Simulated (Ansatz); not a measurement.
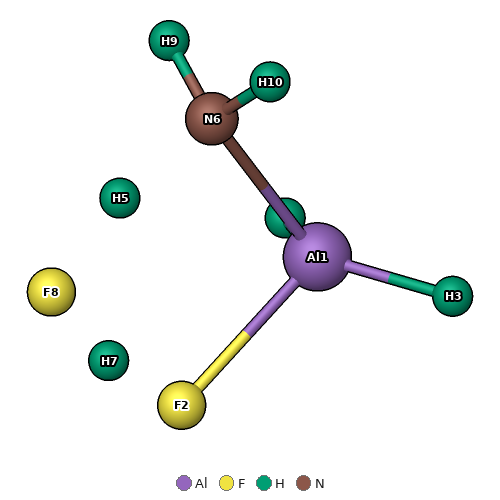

The system is the reacting system AlF₂H₆N; the picture shows the reference structure. 
- First axis: distance F2–H7 (bond that forms). Second axis: distance H7–F8 (bond that breaks).
- Relaxed at each point: all other coordinates.
- The scan uses an 8 × 8 grid.
- Points are written as (first, second).
- Energies: kcal/mol, counted from a guessed transition structure relaxed with its forming and breaking bonds held.
- The reference is spin-restricted, so regions where a bond is pulled apart into radicals lie too high.
- These are results of Ansatz 0.2.0, RKS r2SCAN-D4/def2-SVP, not measurements.

Its coordinates:

```xyz
10

Al   -0.6374    0.5948   -1.1284
F    -1.1660   -1.3741   -0.5827
H     0.1991    0.4790   -2.4601
H    -1.8860    1.4973   -0.7932
H     0.6355   -0.5872    1.0882
N     0.7794    0.6486    0.6025
H    -0.4943   -1.6875    0.3590
F     0.2805   -1.7260    1.2704
H     0.5395    1.3412    1.3137
H     1.7498    0.8138    0.3304
```

Range: distance F2–H7 (bond that forms) from 0.819 to 2.319 Å; distance H7–F8 (bond that breaks) from 0.819 to 2.319 Å.

### What landscape does the calculation give?

The lowest grid point is at (1.564 Å, 0.951 Å), −36 kcal/mol from a guessed transition structure relaxed with its forming and breaking bonds held. No other kind of well shows on this grid. The highest grid point, (0.819 Å, 0.819 Å), lies 165 kcal/mol above the lowest.

| second ↓, first → | 0.819 | 0.951 | 1.132 | 1.339 | 1.564 | 1.804 | 2.056 | 2.319 |
| --- | --- | --- | --- | --- | --- | --- | --- | --- |
| 2.319 | 22 | 10 | 23 | 48 | 72 | 88 | 98 | 105 |
| 2.056 | 18 | 5 | 17 | 40 | 60 | 74 | 84 | 91 |
| 1.804 | 15 | 0 | 9 | 27 | 43 | 56 | 65 | 72 |
| 1.564 | 13 | −6 | −3 | 9 | 22 | 33 | 41 | 46 |
| 1.339 | 15 | −11 | −16 | −11 | −2 | 6 | 12 | 17 |
| 1.132 | 28 | −9 | −26 | −29 | −25 | −20 | −16 | −12 |
| 0.951 | 65 | 10 | −22 | −34 | −36 | −34 | −31 | −28 |
| 0.819 | 129 | 54 | 6 | −15 | −21 | −21 | −20 | −18 |

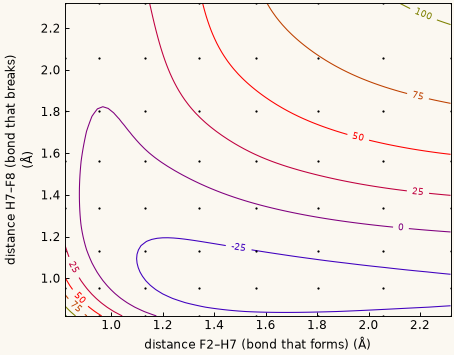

Drawn: contour lines labelled in kcal/mol, dots at the grid points. Between grid points the surface is interpolated.

The whole map (64 points run) took 25 min on 1 thread of Arm Neoverse V2, with other jobs on the host.
